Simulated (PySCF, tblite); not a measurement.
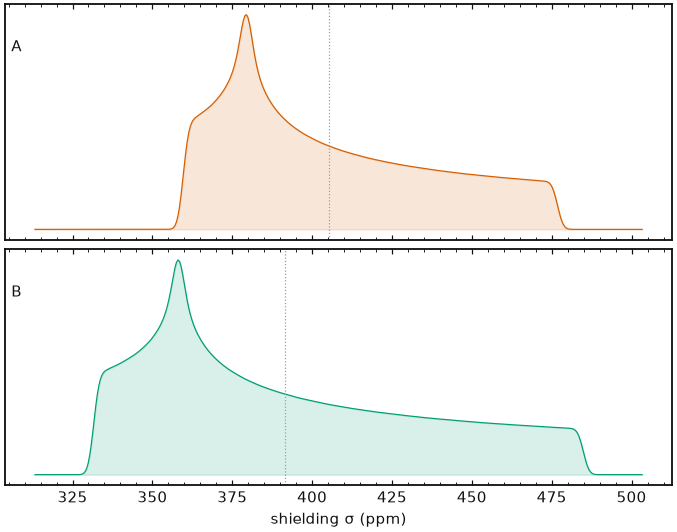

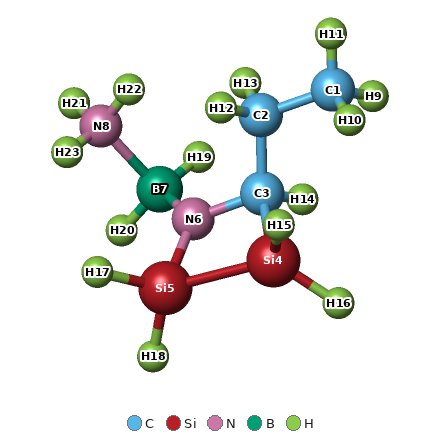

Static powder patterns (²⁹Si) from GIAO shielding tensors of C₃H₁₅BN₂Si₂, SMILES CC[C@H]1[SiH2][SiH2]N1[BH2-][NH3+], PBE0/pcSseg-1 in PySCF, at a GFN2-xTB geometry (a minimum by its frequencies); absolute shielding, one fixed geometry of the isolated molecule without any motion, no dipolar terms. The dotted line is the isotropic value; skew is 3(σiso − σ22)/span.

The panels belong to Si4 and Si5. Which is which?

panel A: Si4, σ11, σ22, σ33 = 360, 379, 477 ppm, isotropic 405, span 117 ppm, skew 0.66; panel B: Si5, σ11, σ22, σ33 = 332, 358, 485 ppm, isotropic 392, span 153 ppm, skew 0.65.

Note: the tight-binding geometry is rougher than a DFT one and adds to the error; one conformer of a flexible molecule.
